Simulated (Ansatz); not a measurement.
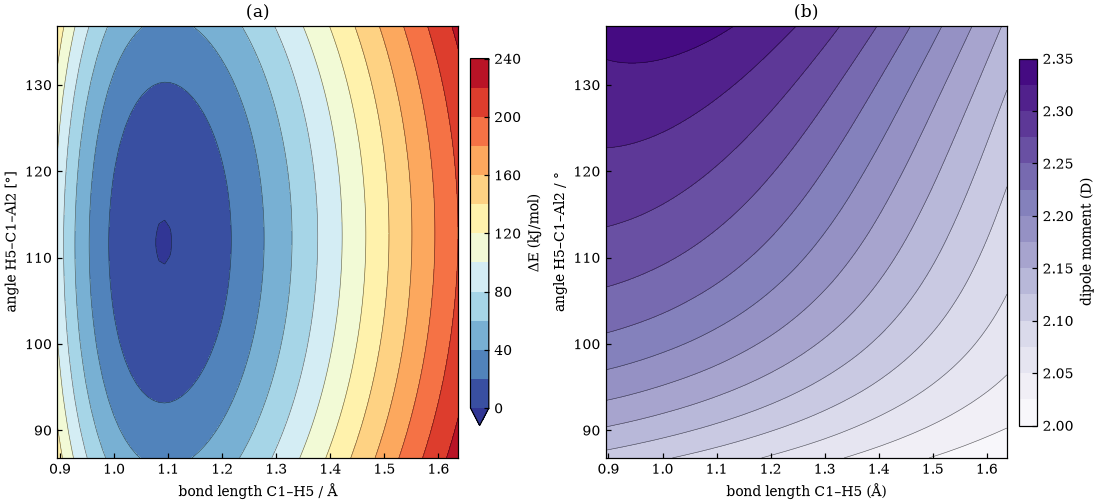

CH₃AlF₂, SMILES [CH3][Al]([F])[F]. First axis: bond length C1–H5. Second axis: angle H5–C1–Al2. Nothing is relaxed (all other coordinates rigid). The grid has 15 × 15 points. Points are written as (first, second). All energies are given in kJ/mol relative to the lowest grid point. The reference is spin-restricted, which grows unreliable where a bond is stretched far. Method: RKS PBE0-D4/def2-TZVP (Ansatz).

Panel (a) is the energy and panel (b) the computed dipole moment on the same grid.

In the figure: filled contours. Between grid points the surface is interpolated.

### How does the dipole moment vary over the map, and what is it at the lowest grid point?

Leaving out the highest fifth of the energies, it runs from 2.04 D at (1.425 Å, 86.8°) to 2.34 D at (0.948 Å, 136.8°). At the lowest grid point, (1.107 Å, 111.8°), it is 2.24 D.
